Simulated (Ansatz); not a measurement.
The starting structures come from a database of crystals and need not be the phases stable at ambient conditions.

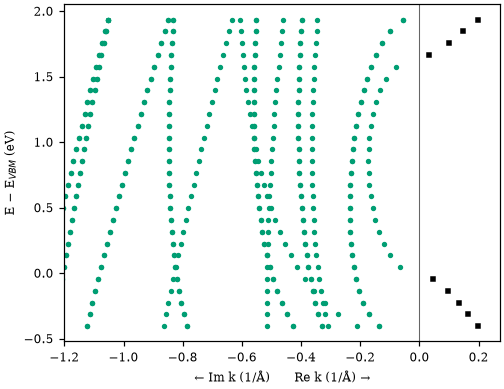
*Complex bands at the centre of the two-dimensional zone; r2SCAN run with Ansatz (a program for electronic structure)*

The gap is the functional's own. No spin-orbit coupling. Mid-gap values are interpolated on the energy grid.

### Question
This is Cs$_{3}$Sb$_{2}$I$_{9}$ (P-3m1, not sure to be the ambient phase, 14 atoms a cell, 47.3 Å³ an atom) along the normal of (001). Read off the slowest decay at the centre of the two-dimensional zone at 0.85 eV, the computed energy nearest the middle of the gap.

### Answer
κ ≈ 0.17 1/Å, a decay length 1/(2κ) of the density of 2.9 Å.
